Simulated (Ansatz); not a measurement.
# Fields on a plane of InSb (zinc blende)

```xyz
2
Lattice="0.0000 3.2596 3.2596 3.2596 0.0000 3.2596 3.2596 3.2596 0.0000" Properties=species:S:1:pos:R:3 pbc="T T T"
Sb     4.8894     4.8894     4.8894
In     0.0000     0.0000     0.0000
```

The slice is a {100} plane (indices of the conventional cell) through the point (0.000, 0.000, 0.000) (fractional), spanned by u = [100] and v = [0 1 -1] in vectors of this cell: u (4.61 Å) and v (4.61 Å, at 90° to u). It covers one period; positions are fractions (u, v).

Atoms on it: In at (0.00, 0.00).

All values below come from PBEsol (plane waves to 420 eV, PAW, scalar-relativistic; Ansatz, a quantum-chemistry and plane-wave program). k mesh 12×12×12. Inside the PAW spheres the values are not all-electron values, and peaks at nuclei hang on which shells count as valence. At this level the bands of InSb touch or barely overlap; measurements give the solid a gap. InSb was relaxed with its symmetry unable to fall. Spin-orbit coupling is left out, though Sb is heavy.

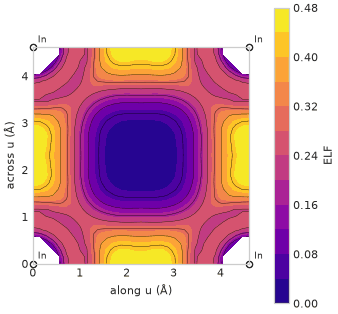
Figure. Electron localisation function (ELF), one period of the plane, atoms marked. Points within 0.5 Å of a nucleus are left white, as the pseudised field means little there.

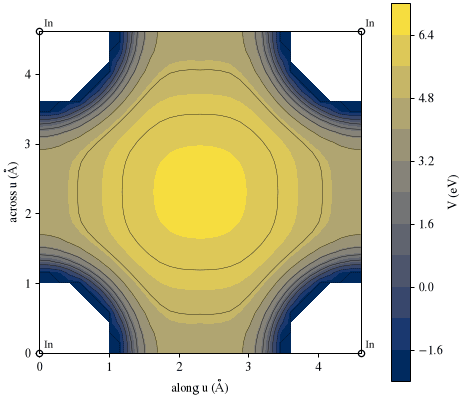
Electrostatic potential energy of an electron, from the cell's mean, in eV, one period of the plane, atoms marked. Points within 1 Å of a nucleus are left white, as the pseudised field means little there. Values under -2 eV are set to -2. The zero, the cell's mean, hangs on the PAW cores.
